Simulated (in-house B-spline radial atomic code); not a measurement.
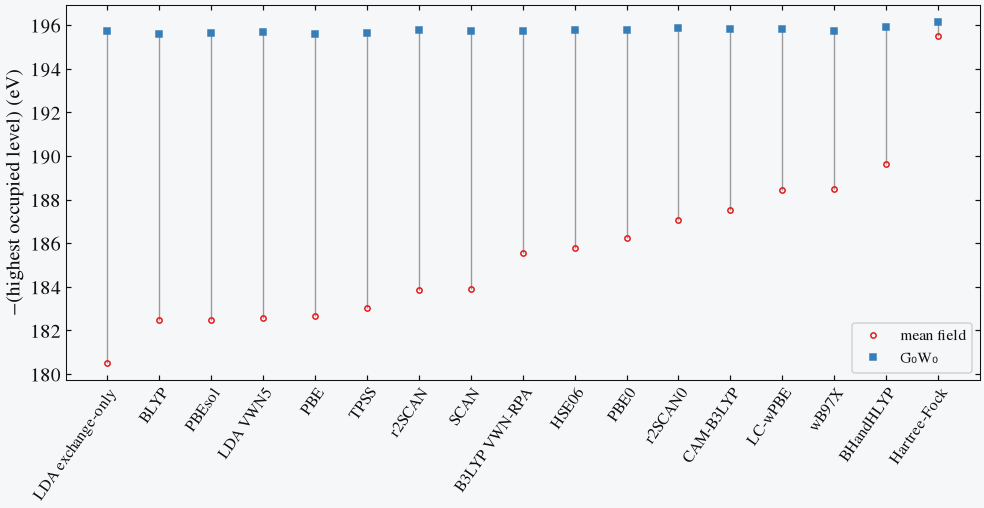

Binding energy of the highest level (3p) of Mn⁷⁺ ([Ne] 3s² 3p⁶) on 17 mean-field starts and after G₀W₀. All-electron spherical atom, non-relativistic, no spin-orbit coupling, Breit or QED terms; computed with a B-spline radial code.

Describe the starting-point dependence.

The mean-field values spread from 180.50 eV (LDA exchange-only) to 195.49 eV (Hartree-Fock); after G₀W₀ they lie between 195.60 eV (BLYP) and 196.16 eV (Hartree-Fock), so the spread shrinks from 14.99 to 0.56 eV.

```csv
Start,Mean field (eV),G₀W₀ (eV),RPA correlation (hartree)
LDA exchange-only,180.50,195.72,−1.263
BLYP,182.47,195.60,−1.262
PBEsol,182.48,195.64,−1.262
LDA VWN5,182.57,195.68,−1.264
PBE,182.64,195.61,−1.262
TPSS,183.01,195.64,−1.254
r2SCAN,183.84,195.75,−1.240
SCAN,183.88,195.73,−1.239
B3LYP VWN-RPA,185.54,195.75,−1.229
HSE06,185.79,195.77,−1.225
PBE0,186.24,195.78,−1.221
r2SCAN0,187.05,195.87,−1.207
CAM-B3LYP,187.53,195.82,−1.213
LC-wPBE,188.43,195.84,−1.212
wB97X,188.50,195.72,−1.205
BHandHLYP,189.62,195.93,−1.186
Hartree-Fock,195.49,196.16,−1.124
```
